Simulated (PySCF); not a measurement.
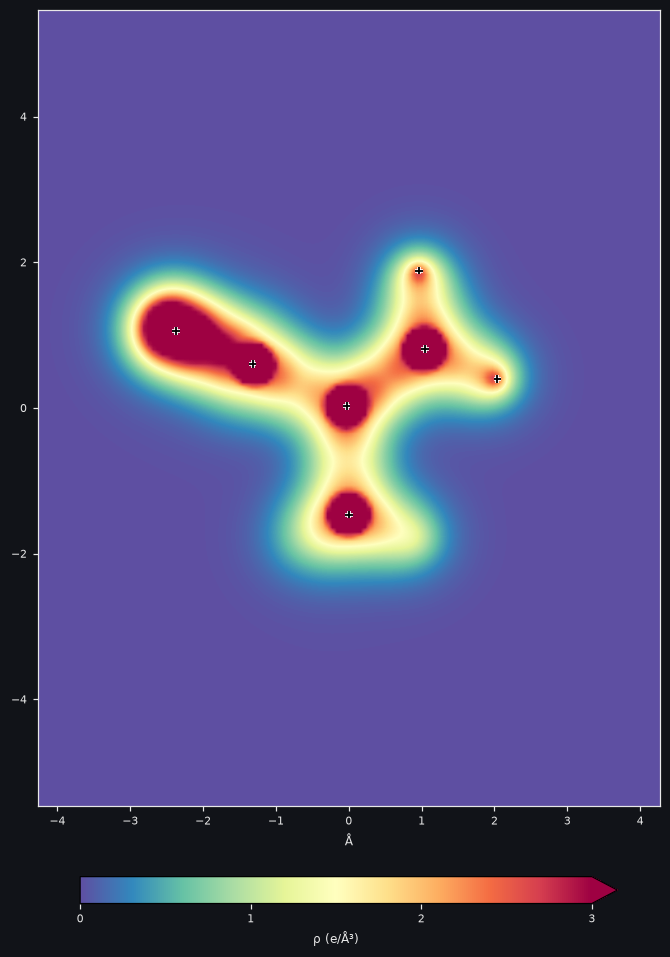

The electron density on a plane through atoms (crosses mark nuclei in the plane).

Method: PySCF 2.14.0, PBE0/pcSseg-1, SCF density, gas phase, non-relativistic.

Candidates:
A. CH9FS2Si3
B. C4H7NSi (SMILES C=C(C#N)C[SiH3])
C. C2H11F2PSi3

### Which candidate gave the map?

Candidate B: C4H7NSi on the plane of atoms C1, C2 and C3, which holds C, N and H. C–N (1.15 Å): ρ at the midpoint is about 3.6 e/Å³. C–C (1.33 Å): ρ at the midpoint is about 2.3 e/Å³.
